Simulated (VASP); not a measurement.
Band structure of ZnSe (zinc blende). Level of theory: rev-vdW-DF2, VASP's PBE PAW potentials (set 64) (plane waves; VASP).

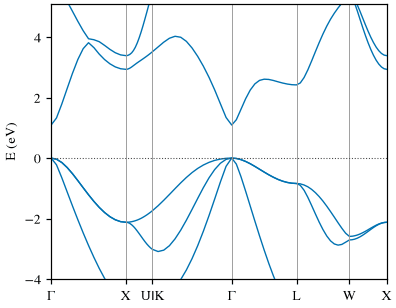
Fig. 1. Bands along high-symmetry lines, zero at the valence-band maximum or, without a gap, the Fermi level

Q: Read the plot: is there a gap, and where are the band edges?

A: The gap is direct, 1.09 eV, from the valence maximum at Γ to the conduction minimum at Γ. (Edges off the drawn lines would not show.)

Measured: gap 2.87 eV (computed value off by -1.78 eV), as given by Wei Chen et al., Physical Review Materials (2018), doi:10.1103/physrevmaterials.2.073803 [zero-point renormalisation of 0.05 eV added back (the table's ZPR column)].

The compound is ZnSe in the zinc blende structure. It was relaxed first.
